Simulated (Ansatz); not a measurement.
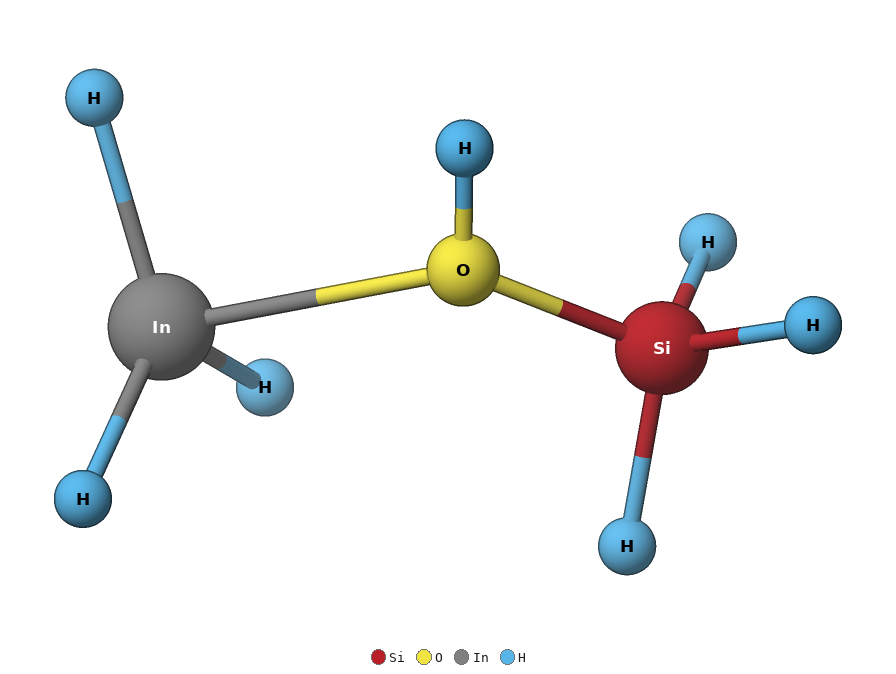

Every bond is drawn as one stick, whatever its order.

Which formula does it have?

Answer. H₇InOSi, 10 atoms: 7 hydrogen, 1 indium, 1 oxygen and 1 silicon.

Name functional groups in it.

Answer. Among them: Si–H bond, Si–O bond.

How many bonds of each kind are drawn?

Answer. 3 Si–H, 3 In–H, 1 O–Si, 1 In–O, 1 O–H.

The parts below concern this one geometry. Atoms keep their numbers from picture to picture. Computed geometry: PBE0-D4/def2-TZVP optimisation.

## Symmetry

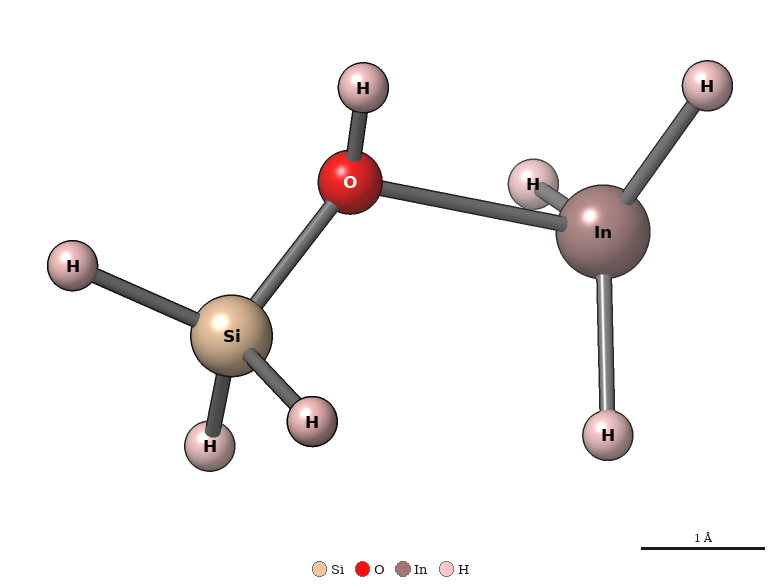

Depth is shown by fading: the farther an atom, the more it takes the colour of the background. Masses are those of the most abundant isotopes; constants are for the rigid equilibrium geometry.

What kind of rotor is it, and what are its rotational constants in cm⁻¹?

Answer. An asymmetric top (C1): A = 0.588, B = 0.0452, C = 0.0436 cm⁻¹. Ray's parameter κ is −0.99, close to the prolate limit.

## Dipole moment

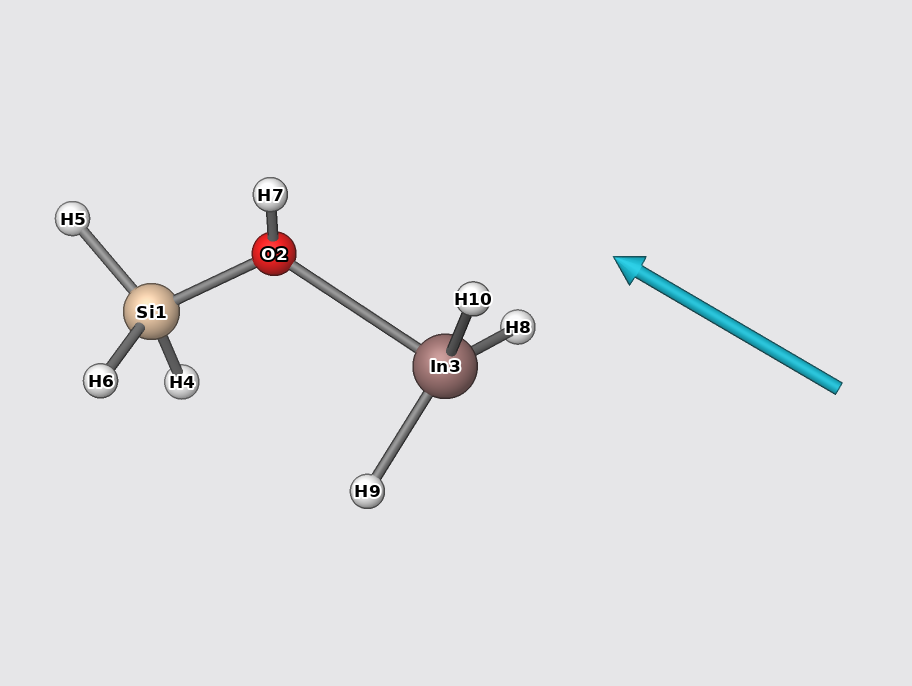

The arrow beside the molecule shows the direction of the dipole moment, from the negative to the positive end (its length means nothing). Level of theory: RKS PBE-D4/def2-TZVPP, core potentials on In (Ansatz 0.2.0).

How large is the dipole moment?

Answer. 3.16 D; it points from the side of H8 to the side of H5 (the outermost atoms at the two ends).

## Vibrations

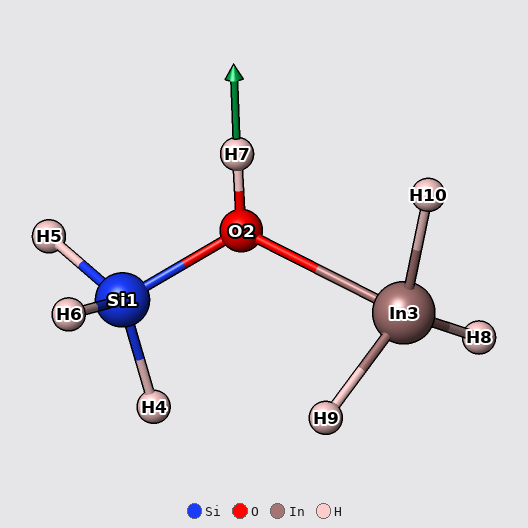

The arrows show one normal mode. Harmonic vibrations computed with RKS PBE0-D4/def2-TZVP, core potentials on In (Ansatz 0.2.0) at a stationary point of the same level.

Describe the motion.

Answer. Mostly O–H stretching.

Estimate its harmonic wavenumber.

Answer. 3893 cm⁻¹; it is mode 24 of 24 counted from the lowest.

## Charges

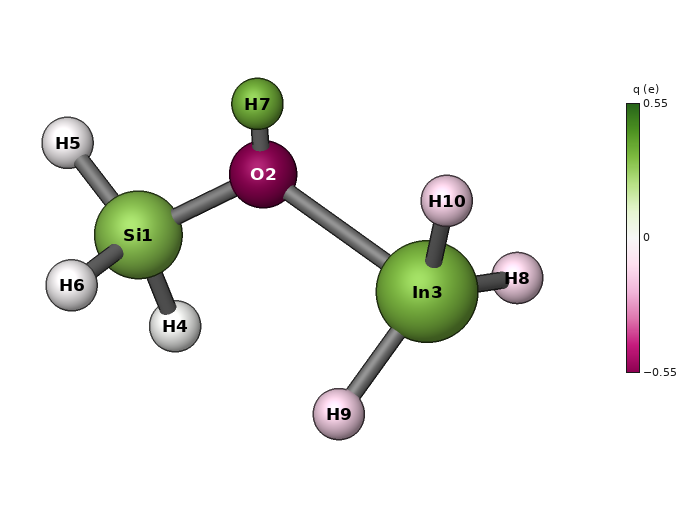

Atoms are coloured by their Mulliken charges. Method: RKS PBE0-D4/def2-TZVP, core potentials on In (Ansatz 0.2.0).

List the Mulliken charges.

```tsv
atom	value (e)
Si1	0.31
O2	−0.55
In3	0.33
H4	0.01
H5	−0.02
H6	−0.01
H7	0.35
H8	−0.13
H9	−0.14
H10	−0.14
```

Mulliken values depend strongly on the basis set and can even reverse the polarity of a bond.
